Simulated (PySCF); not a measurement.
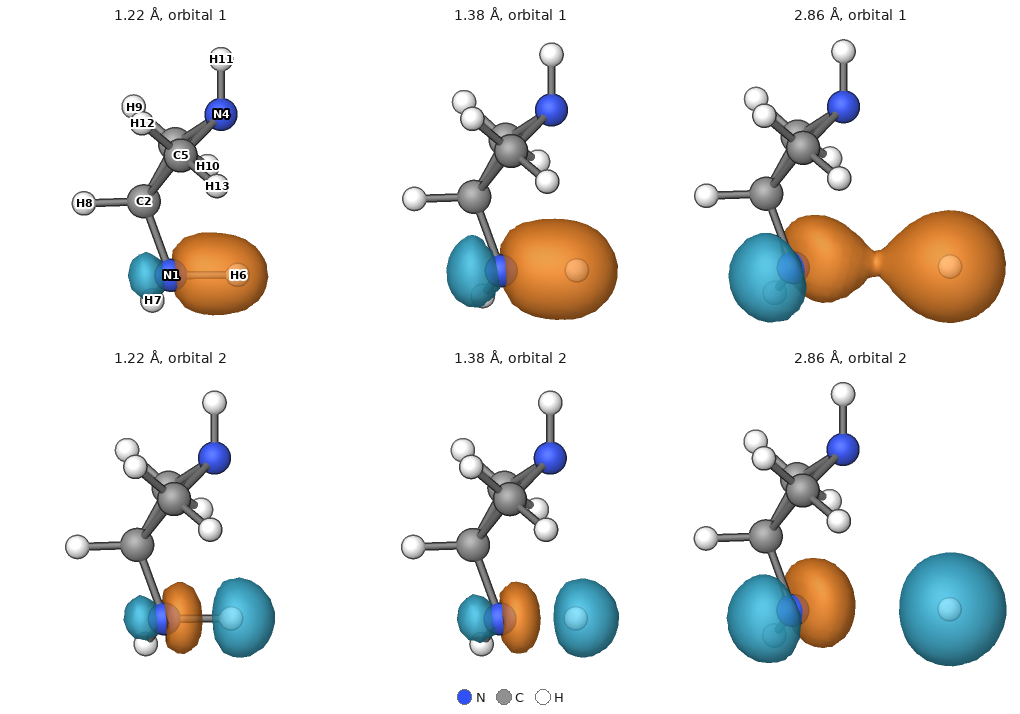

*C3H8N2, SMILES `NC1CNC1`. Rigid stretch of the N1–H6 bond. The two CASSCF(2,2) natural orbitals nearest half filling (orbital 1 the more occupied).*

Level of theory: cc-pVDZ basis (PySCF), at a geometry from GFN2-xTB. No frequency check shows the geometry to be a minimum.

Coordinates in Å:

```
N1      -1.7404   -0.1128   -0.2787
C2      -0.5444   -0.0068    0.5139
C3       0.5041    1.0644    0.1147
N4       1.3277    0.0119   -0.4857
C5       0.5287   -1.0450    0.1424
H6      -1.4970   -0.1428   -1.2634
H7      -2.3442    0.6879   -0.1255
H8      -0.8331    0.0089    1.5674
H9       0.9495    1.5809    0.9718
H10      0.1756    1.8059   -0.6194
H11      2.3125    0.0270   -0.2483
H12      0.9870   -1.5287    1.0105
H13      0.2081   -1.8087   -0.5684
```

### How do the occupations change along the stretch?

1.22 Å: 1.96 and 0.04; 1.38 Å: 1.93 and 0.07; 2.86 Å: 1.19 and 0.81. At the longest distance computed (2.86 Å) they are 1.19 and 0.81, and the effective number of unpaired electrons is 1.9.

### Where does the UHF solution part from RHF?

Between 1.38 Å (⟨S²⟩ = 0, the two coincide) and 1.58 Å (⟨S²⟩ = 0.38); at 2.86 Å ⟨S²⟩ is 1.00 and UHF lies 4.4 eV below RHF.

### How much energy does the stretch cost?

By CASSCF, 3.9 eV from the lowest point of the scan (1.02 Å) to 2.86 Å; RHF gives 7.8 eV from its own lowest point. The fragments aren't relaxed and dynamic correlation is missing, so this isn't a bond dissociation energy.
